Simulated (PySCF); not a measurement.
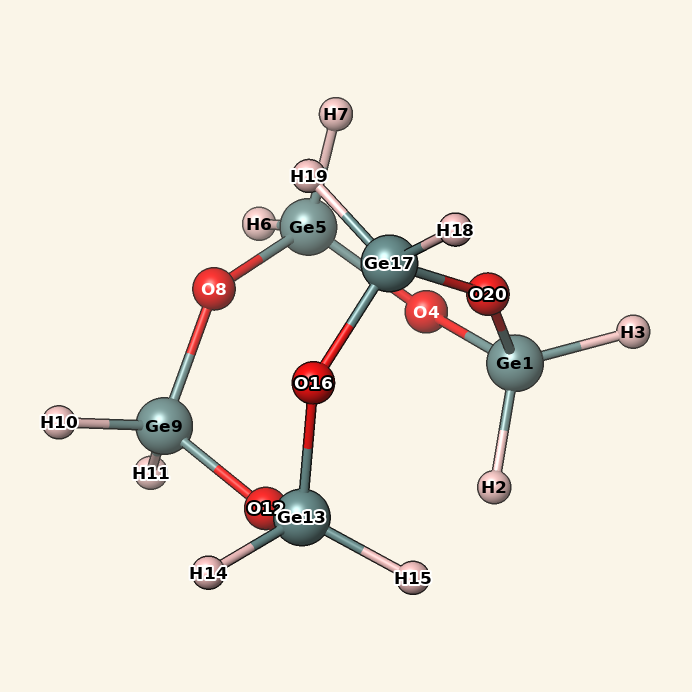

O12 lies behind Ge13. The molecule seen a little off the Ge13–O12 bond, Ge13 in front. Depth is shown by fading: the farther an atom, the more it takes the colour of the background. Computed geometry: PBE0-D3(BJ)/def2-SVP optimisation. No frequency run is at hand to confirm it as a minimum.

**What is the torsion angle O16–Ge13–O12–Ge9? The sign is positive where the front bond must turn clockwise to cover the back bond.**

−46°, synclinal (gauche).
